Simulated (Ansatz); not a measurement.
Electronic density of states of amorphous Hf$_{18}$O$_{39}$Y$_{2}$, density 8.54 g/cm³, on a 2×2×2 Γ-centred mesh with a Gaussian width of 0.1 eV; energies count from the Fermi level, whose place inside the gap is arbitrary. Cell and mesh are small, so fine structure isn't converged. All values below come from PBE, scalar-relativistic without spin-orbit coupling (plane waves to 420 eV, PAW; Ansatz, a program for electronic structure). Sampling: a 2×2×2 Γ-centred mesh; Fermi-Dirac width 0.02 eV; no spin polarisation. At PBE the levels at the filled edge of the gap are localised (band-tail or defect states).

It comes from a melt-quench run on a machine-learned potential (CHGNet), relaxed afterwards by DFT. O atoms were pushed apart under 1.9 Å during the dynamics, to hinder bonds among them. The hot cell started wider than the set density and was brought back towards it in steps. It is the lowest in DFT energy of 2 quenches. It is a model cell: composition and starting density were chosen by hand, and all elements were melted together. No dispersion term was used. Its density started from a set value of 8.63 and ended at 8.54 g/cm³. The simulated quench (nominally 380 K/ps over its main leg) is rapid and tends to freeze in more defects than a deposited or slowly cooled glass has. One small periodic cell is one sample of the glass; other quenches scatter about these values. The volume was free in the relaxation, at fixed shape. Stress components on the final sampling reach 2.7 GPa.

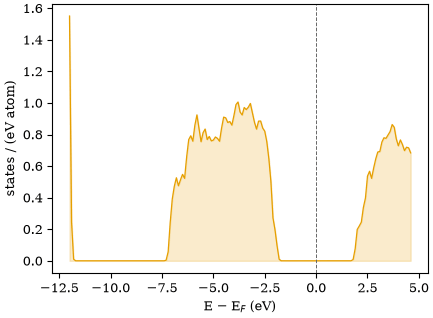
Fig. 1. Density of states per atom

The level gap on this mesh is 3.91 eV; the broadening fills part of it in the curve.
